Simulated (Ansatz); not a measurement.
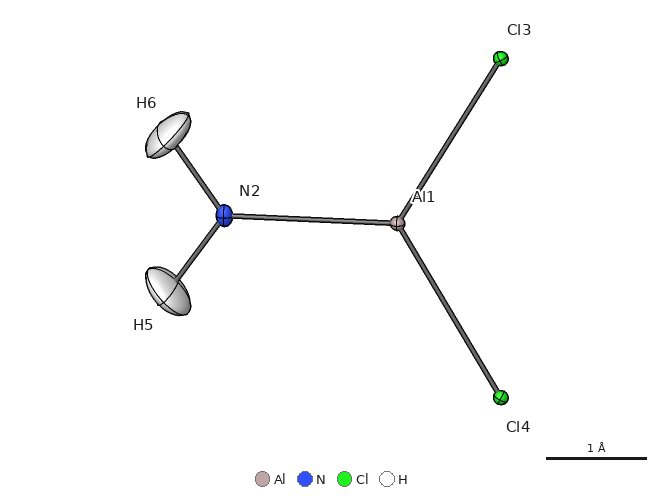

Displacement ellipsoids at the 50 % level, from the internal vibrations of the free molecule (harmonic, no overall translation or rotation; no half-axis is drawn under 0.075 Å). Vibrations computed with RKS PBE0-D4/def2-TZVP (Ansatz 0.2.0). Temperature: 200 K.

### Which atom moves most?

H5, H6, with U_eq = 0.0303 Å².

### Does H5 move more along its bond or across it?

Across it: the root-mean-square amplitude is 0.095 Å along the bond and up to 0.216 Å across, since bending and torsion are softer than stretching.

Give the displacement parameters, one line for each set of equivalent atoms.

```csv
atom,U_eq (Å²),rms amplitudes (Å)
Al1,0.0021,"0.035, 0.046, 0.055"
N2,0.0034,"0.041, 0.054, 0.075"
"Cl3, Cl4",0.0012,"0.014, 0.033, 0.049"
"H5, H6",0.0303,"0.089, 0.191, 0.216"
```
